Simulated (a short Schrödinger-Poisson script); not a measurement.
Stack: symmetric double-gate stack, Si3N4 on p-type Si(100), at 400 K.

```tsv
layer	material	thickness (nm)	Na (cm⁻³)
1	Si3N4	4.1	-
2	Si	5	3e17
3	Si3N4	4.1	-
```

Constants are typed, rounded textbook-type inputs, not results; the design itself was drawn at random and stands for no fabricated device. Si3N4: permittivity 7.5, conduction-band edge (eV) 1.95, gap (eV) 5.1, electron mass (mₑ) 0.5. Si: permittivity 11.7, conduction-band edge (eV) 0, gap (eV) 1.124, Nv at 300 K (cm⁻³) 3.1e19.

Channel valleys (confinement mass, in-plane density-of-states mass, number): Δ2 0.916, 0.19, 2; Δ4 0.19, 0.417, 4. At the gates, both at one voltage, the conduction-band edge of layer 1 lies 2.39 eV − eVg above the Fermi level of the channel. Gaps are held at their typed values at every temperature. Mesh 0.03 nm at interfaces.

From a short Schrödinger-Poisson script (our own, NumPy): 1D Poisson equation in equilibrium, electrons quantum, Hartree (BenDaniel-Duke, 12 states a valley, the channel's in-plane mass for all, wave functions ending at the dielectric), parabolic valleys, classical holes, full ionisation, no traps, pinning or gate leakage.

Only gate voltages with over 1e8 electrons/cm² are shown.

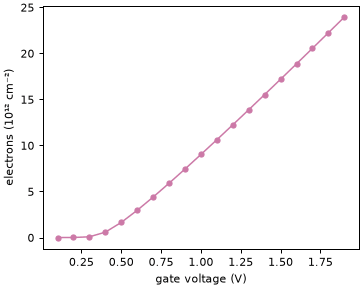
Sheet density against gate voltage

| Vg (V) | electrons (cm⁻²) | C (μF/cm²) | Δ2 E0 (meV) | Δ2 E1 (meV) | Δ4 E0 (meV) | Δ4 E1 (meV) |
|---|---|---|---|---|---|---|
| 0.1 | 2.71e8 | < 0.003 | 365.1 | 414.1 | 427.9 | 665.1 |
| 0.3 | 7.83e10 | 0.323 | 169.8 | 218.7 | 232.6 | 469.6 |
| 0.5 | 1.64e12 | 1.96 | 64.0 | 109.4 | 126.8 | 360.4 |
| 0.7 | 4.39e12 | 2.36 | 28.4 | 68.3 | 91.8 | 319.7 |
| 0.9 | 7.44e12 | 2.50 | 8.4 | 42.9 | 72.9 | 295.2 |
| 1.1 | 1.06e13 | 2.58 | -5.8 | 23.8 | 60.2 | 277.2 |
| 1.3 | 1.39e13 | 2.63 | -17.3 | 8.1 | 50.7 | 263.0 |
| 1.5 | 1.72e13 | 2.67 | -27.3 | -5.5 | 43.2 | 251.0 |
| 1.7 | 2.05e13 | 2.70 | -36.4 | -17.7 | 37.0 | 240.7 |
| 1.9 | 2.39e13 | 2.73 | -44.9 | -28.9 | 31.7 | 231.6 |

Subbands count from the Fermi level. The capacitance is that of both gates.
